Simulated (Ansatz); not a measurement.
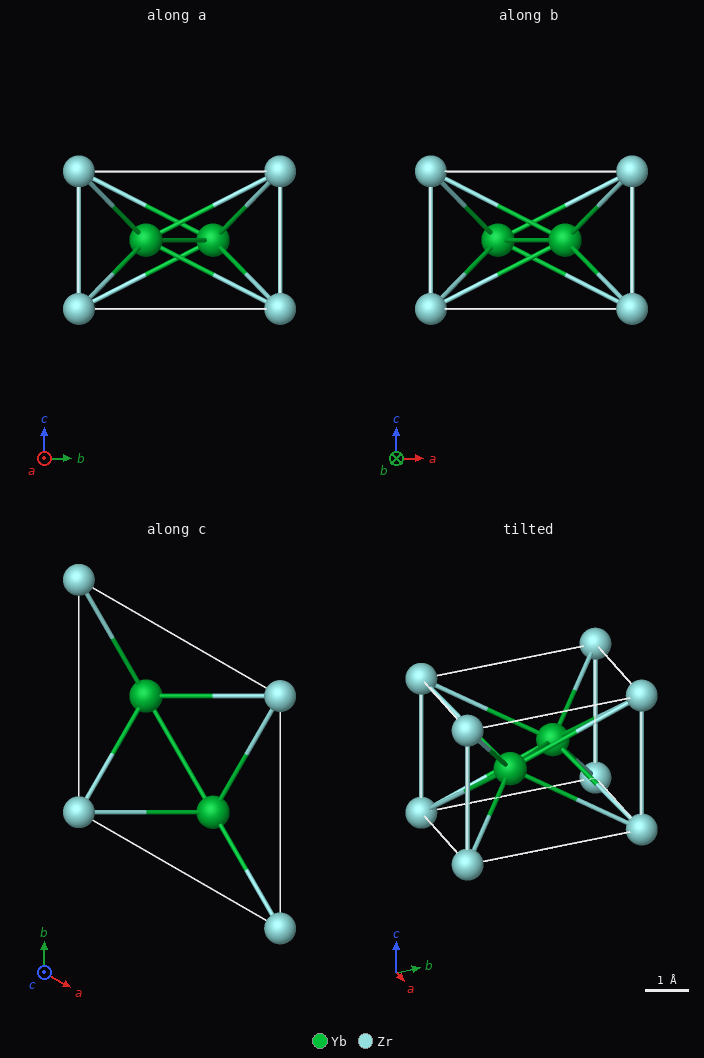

The image is a ball-and-stick drawing of a crystal, viewed along the a axis, along the b axis, along the c axis and slightly off an axis. The parallelepiped is the conventional unit cell.

Lattice parameters: a = 5.4387 Å, b = 5.4387 Å, c = 3.2191 Å, α = 90.000°, β = 90.000°, γ = 120.000°.

Q: Record the structure as a CIF in P1 with every atom of the cell.

A:
```cif
data_structure
_symmetry_space_group_name_H-M 'P 1'
_symmetry_Int_Tables_number 1
_cell_length_a 5.4387
_cell_length_b 5.4387
_cell_length_c 3.2191
_cell_angle_alpha 90.000
_cell_angle_beta 90.000
_cell_angle_gamma 120.000
_cell_volume 82.46
loop_
_atom_site_label
_atom_site_type_symbol
_atom_site_fract_x
_atom_site_fract_y
_atom_site_fract_z
_atom_site_occupancy
Yb1 Yb 0.6667 0.3333 0.5000 1
Yb2 Yb 0.3333 0.6667 0.5000 1
Zr1 Zr 0.0000 0.0000 0.0000 1
```

The structure comes from a structure type filled with these elements by a generator (whether the compound takes this form wasn't checked). Earlier steps of the study may have refined or changed the cell and positions. A calculation with Ansatz used it as input.
